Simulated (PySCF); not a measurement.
```xyz
32
charge 0, multiplicity 1
C    -3.2202    0.2512    0.8704
C    -2.4422    0.1869   -0.4702
N    -1.0884   -0.1821   -0.2830
C    -0.5850   -1.3943   -0.3928
N     0.7734   -1.4474   -0.2886
C     1.4756   -2.5655   -0.7595
C     1.1438   -0.1181   -0.0327
C     2.3615    0.5900    0.1892
C     2.3027    1.9687    0.2825
C     1.0954    2.7152    0.2261
C    -0.0710    2.0652    0.0747
C     0.0141    0.6686   -0.0354
F     0.7739   -0.7030   -4.6642
P    -0.0046    0.2401   -3.6828
F     1.3168    0.0078   -2.6399
F    -1.2092    0.4243   -4.6537
F    -0.7622   -1.0164   -2.8501
F    -0.7185    1.1625   -2.5061
F     0.7795    1.5114   -4.3362
H    -3.4754   -0.7538    1.2511
H    -2.8088    0.9122    1.5759
H    -4.2178    0.6518    0.6677
H    -2.4271    1.1538   -1.0093
H    -2.9697   -0.5532   -1.1136
H    -1.2256   -2.2447   -0.5208
H     1.9659   -2.2946   -1.6936
H     2.2594   -2.8310   -0.0421
H     0.7998   -3.3369   -0.9567
H     3.3228    0.0013    0.2005
H     3.1932    2.5516    0.5676
H     1.1859    3.7420    0.3480
H    -0.9695    2.6627    0.0310
```

Geometry: a frame of a GFN2-xTB molecular-dynamics simulation, not a minimum.

What structure does this define?

It has 32 atoms: 10 carbon, 13 hydrogen, 6 fluorine, 2 nitrogen and 1 phosphorus (C10H13F6N2P). Judged by distances it falls into 2 fragments: C10H13N2, PF6.

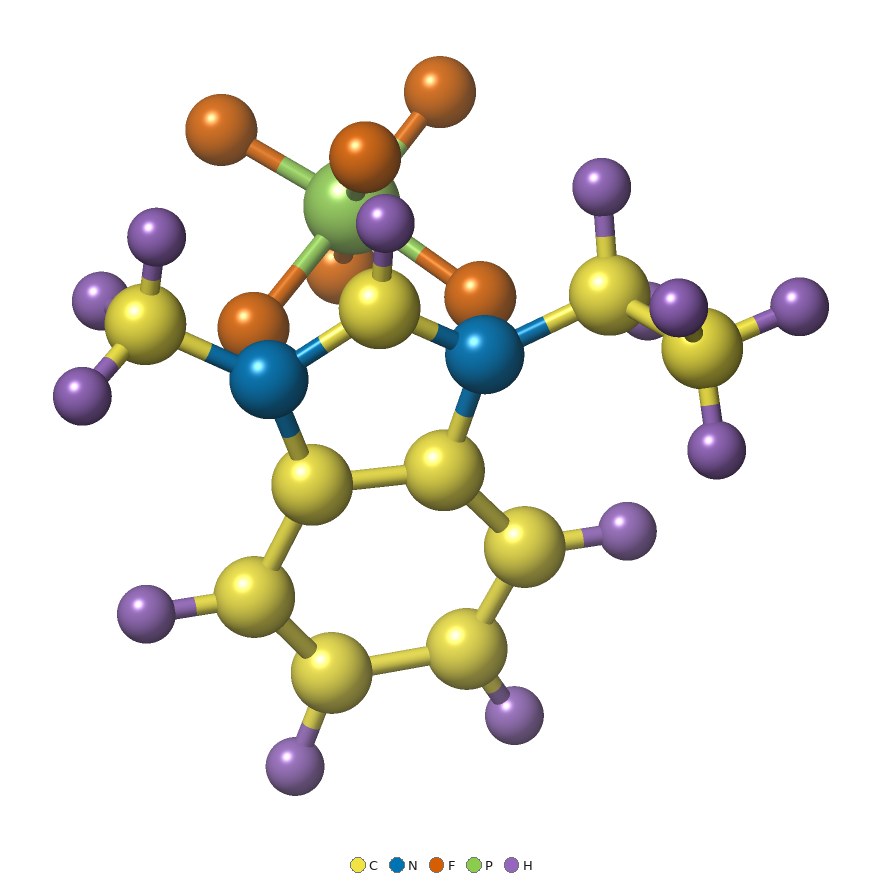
